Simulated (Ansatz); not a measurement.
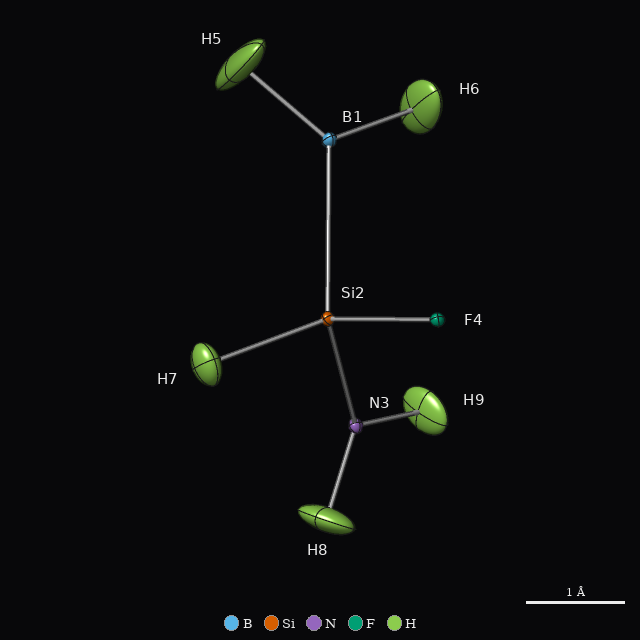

Displacement ellipsoids at the 50 % level, from the internal vibrations of the free molecule (harmonic, no overall translation or rotation; no half-axis is drawn under 0.075 Å). Vibrations computed with RKS PBE0-D4/def2-TZVP (Ansatz 0.2.0). Temperature: 100 K.

Which atom has the largest mean-square displacement?

H5, with U_eq = 0.0494 Å².

Does H5 move more along its bond or across it?

Across it: the root-mean-square amplitude is 0.088 Å along the bond and up to 0.343 Å across, since bending and torsion are softer than stretching.

Give the displacement parameters, one line for each set of equivalent atoms.

| atom | U_eq (Å²) | rms amplitudes (Å) |
| --- | --- | --- |
| B1 | 0.0027 | 0.029, 0.050, 0.069 |
| Si2 | 0.00090 | 0.026, 0.032, 0.032 |
| N3 | 0.0019 | 0.025, 0.042, 0.056 |
| F4 | 0.0014 | 0.023, 0.037, 0.050 |
| H5 | 0.0494 | 0.088, 0.151, 0.343 |
| H6 | 0.0352 | 0.082, 0.166, 0.267 |
| H7 | 0.0168 | 0.090, 0.139, 0.151 |
| H8 | 0.0251 | 0.081, 0.138, 0.223 |
| H9 | 0.0239 | 0.071, 0.147, 0.212 |
